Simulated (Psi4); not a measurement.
**AlH2F (SMILES [H][Al]([H])[F]) at B3LYP/jun-cc-pVTZ (sweep point 8)**

What is the vertical singlet–triplet gap of AlH2F at B3LYP/jun-cc-pVTZ (sweep point 8)? 

The results are computed with Psi4 1.11.

**1. The system as given**

The species is AlH2F (4 atoms), meant as a singlet with charge 0. As SMILES, `[H][Al]([H])[F]`. Geometry: a GFN2-xTB relaxation, a rough one for these elements and not checked as a minimum.

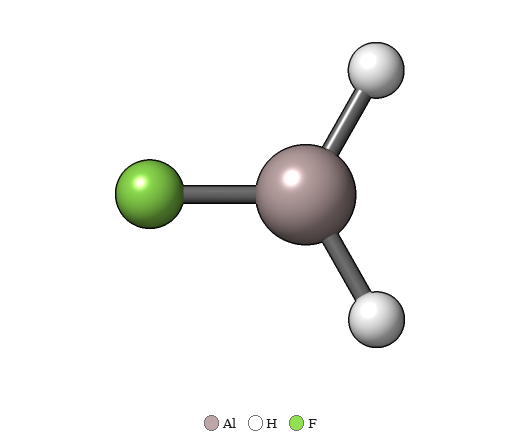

The structure, seen from a chosen angle (aluminium light grey, hydrogen white, fluorine green).

**2. The energy at B3LYP/jun-cc-pVTZ (sweep point 8)**

Contents of alfh2.in:

```
memory 1600 mb

molecule mol {
  0 1
  Al     0.03703863     0.06175625     0.00177634
  H      2.92323624    -0.03376941     0.02660734
  H     -1.39648871     2.56779765    -0.03669848
  F     -1.56378616    -2.59578450     0.00831479
  units au
  symmetry c1
}

set globals {
  puream true
  scf_type pk
  dft_radial_points 99
  dft_spherical_points 590
}

energy('b3lyp/jun-cc-pVTZ')
```

Launch:

```console
$ psi4 -i alfh2.in -o alfh2.out -n 1
```

alfh2.out:

```text
[...]
  Running in c1 symmetry.
[...]
  Nuclear repulsion =   50.398213586904838
[...]
  Multiplicity = 1
[...]
  Nalpha       = 12
  Nbeta        = 12
[...]
    Number of basis functions: 110
[...]
   @RKS iter   1:  -343.50089282492473   -4.89074e-01   5.07602e-03 ADIIS/DIIS
[...]
   @RKS iter   7:  -343.60399477042017   -6.03896e-08   1.81002e-07 DIIS
[...]
    Orbital Energies [Eh]
    ---------------------
    Doubly Occupied:
       1A    -56.063807     2A    -24.653186     3A     -4.151872
       4A     -2.709681     5A     -2.703082     6A     -2.700667
       7A     -1.153543     8A     -0.477290     9A     -0.418826
      10A     -0.418459    11A     -0.391481    12A     -0.317615
[...]
  @RKS Final Energy:  -343.60399477042017
   => Energetics <=
    Nuclear Repulsion Energy =             50.3982135869048378
    One-Electron Energy =                -578.4151725906208412
    Two-Electron Energy =                 208.5723287048122074
    DFT Exchange-Correlation Energy =     -24.1593644715163443
    Empirical Dispersion Energy =           0.0000000000000000
    VV10 Nonlocal Energy =                  0.0000000000000000
    Total Energy =                       -343.6039947704201722
[...]
 Multipole Moments:
 ------------------------------------------------------------------------------------
     Multipole            Electronic (a.u.)      Nuclear  (a.u.)        Total (a.u.)
 ------------------------------------------------------------------------------------
 L = 1.  Multiply by 2.5417464519 to convert [e a0] to [Debye]
 Dipole X            :         -1.2617286            1.5211152            0.2593867
 Dipole Y            :         -2.0936830            2.5246823            0.4309993
 Dipole Z            :          0.0115763           -0.0100376            0.0015387
 Magnitude           :                                                    0.5030350
[...]
```

It took 20 s on 1 thread of Intel Xeon Platinum 8375C at 2.90GHz (Ice Lake), shared host; peak memory 0.71 GiB.

**3. The triplet**

Contents of calc.in:

```
memory 1.6 GB

molecule {
  0 3
  Al     0.03703863     0.06175625     0.00177634
  H      2.92323624    -0.03376941     0.02660734
  H     -1.39648871     2.56779765    -0.03669848
  F     -1.56378616    -2.59578450     0.00831479
  units bohr
  symmetry c1
}

set reference uks
set puream true
set scf_type pk
set dft_radial_points 99
set dft_spherical_points 590
set maxiter 150

energy("b3lyp/jun-cc-pVTZ")
```

Launch:

```console
$ psi4 -n 1 calc.in calc.out
```

calc.out:

```text
[...]
  Running in c1 symmetry.
[...]
  Nuclear repulsion =   50.398213586904838
[...]
  Multiplicity = 3
[...]
  Nalpha       = 13
  Nbeta        = 11
[...]
    Number of basis functions: 110
[...]
   @UKS iter   1:  -343.29820594730290   -2.86387e-01   5.09900e-03 DIIS/ADIIS
[...]
   @UKS iter  10:  -343.40217936978456   -2.55842e-08   2.68747e-07 DIIS
[...]
   @S^2 Observed:                2.007664741E+00
[...]
    Orbital Energies [Eh]
    ---------------------
    Alpha Occupied:
       1A    -56.080005     2A    -24.666945     3A     -4.169437
       4A     -2.724866     5A     -2.723587     6A     -2.720588
       7A     -1.166463     8A     -0.520053     9A     -0.450850
      10A     -0.449598    11A     -0.429474    12A     -0.412176
      13A     -0.138069
    Alpha Virtual:
      14A     -0.044242    15A     -0.015105    16A     -0.004977
      17A      0.007586    18A      0.016221    19A      0.035051
      20A      0.036733    21A      0.049924    22A      0.059638
      23A      0.070484    24A      0.096693    25A      0.109834
[...]
  @UKS Final Energy:  -343.40217936978456
   => Energetics <=
    Nuclear Repulsion Energy =             50.3982135869048378
    One-Electron Energy =                -577.7964505394495518
    Two-Electron Energy =                 208.0724912139874618
    DFT Exchange-Correlation Energy =     -24.0764336312272818
    Empirical Dispersion Energy =           0.0000000000000000
    VV10 Nonlocal Energy =                  0.0000000000000000
    Total Energy =                       -343.4021793697845624
[...]
 Multipole Moments:
 ------------------------------------------------------------------------------------
     Multipole            Electronic (a.u.)      Nuclear  (a.u.)        Total (a.u.)
 ------------------------------------------------------------------------------------
 L = 1.  Multiply by 2.5417464519 to convert [e a0] to [Debye]
 Dipole X            :         -1.1561978            1.5211152            0.3649174
 Dipole Y            :         -1.9196418            2.5246823            0.6050405
 Dipole Z            :          0.0024445           -0.0100376           -0.0075931
 Magnitude           :                                                    0.7066091
[...]
```

Run time: 36 s. Hardware: 1 thread of Intel Xeon Platinum 8375C at 2.90GHz (Ice Lake), shared host; peak memory 0.71 GiB.

**4. Results**

Level: B3LYP/jun-cc-pVTZ (sweep point 8).

| quantity | value |
| --- | --- |
| singlet: total energy | -343.60399 Eh |
| singlet: dipole moment | 1.28 D |
| singlet: HOMO energy | -8.64 eV |
| singlet: LUMO energy | -1.66 eV |
| singlet: HOMO–LUMO gap | 6.99 eV |
| triplet: total energy | -343.40218 Eh |
| triplet: dipole moment | 1.80 D |
| triplet: HOMO energy (highest over α and β) | -3.76 eV |
| triplet: ⟨S²⟩ | 2.008 |
| vertical energy of the triplet above the singlet | 5.492 eV |

What this shows: At this shape the triplet lies 5.49 eV (530 kJ/mol) above the singlet.
